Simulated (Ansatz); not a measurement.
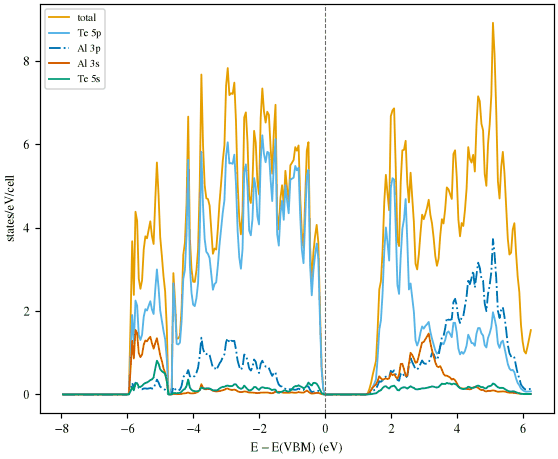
Figure: Total and projected density of states of Al2Te5 in space group C2/m (No. 12; Al on 4i, Te on 4i, Te on 2a, Te on 4i), the program Ansatz at the r²SCAN level (PAW)

Which orbitals carry the states next to the gap?

Top 1 eV of the valence band: Te 5p 90 %. Bottom 1 eV of the conduction band: Te 5p 71 %, Al 3s 10 %, Al 3p 9 %, outside the projected shells 6 %. Projections are on Löwdin-orthogonalised atomic valence shells; empty p or d shells of many metals are not among them.

Where is the tallest occupied peak in this window, and what makes it?

Near -2.9 eV, about 7.8 states/eV per cell; the largest projected share is Te 5p.

The first step of the workflow began from a Materials Project structure, measured or hypothetical; the Crystallography Open Database copy checked does not list it. Its standing as an ambient phase is unchecked. The cell was relaxed with r²SCAN under the symmetry of its start; its stability against distortions is not shown here. A crystal of weakly bound layers computed without a dispersion correction: the cell and the soft elastic constants depend strongly on that. Scalar-relativistic: spin–orbit coupling is off unless named, which matters more the heavier the elements.

Potentials: the earlier of the program's two PAW sets.
